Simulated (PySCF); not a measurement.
BiH2Me (CH5Bi).

PySCF calculation, PBE0/def2-SVPD, gas phase; geometry: GFN2-xTB. Core potentials replace the inner electrons of Bi; spin–orbit coupling isn't included. No frequency check shows the geometry to be a minimum. GFN2-xTB bond lengths at metals and heavier atoms can be off by up to 0.1 Å and shapes distorted, which carries into these values.

Cartesian coordinates (Å):

```
Bi1     -0.2279    0.0308   -0.0007
H2      -0.2952   -1.2643   -1.2155
H3      -0.3019   -1.2089    1.2706
C4       2.0471   -0.0074    0.0007
H5       2.4154    0.3716   -0.9430
H6       2.3910   -1.0212    0.1374
H7       2.4240    0.6106    0.8054
```

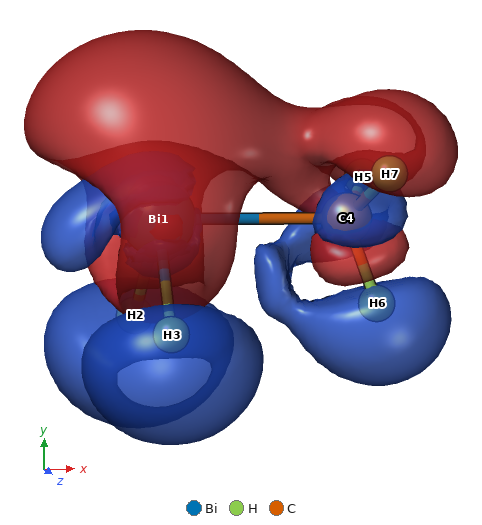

Change of the electron density in a uniform field of 0.10 V/Å, surfaces at ±0.0005 e/Å³ (blue: gain, red: loss).

The field was applied in both directions; the picture shows the one opposite to the script's first.

Question: Along which Cartesian direction does the field point?

Answer: Along +y: electrons gather on the −y side, against the field.

Question: How large is the response?

Answer: The induced dipole is 0.30 D (along the field); α along this axis, from the fields in both directions, is 59 bohr³ (8.8 Å³).
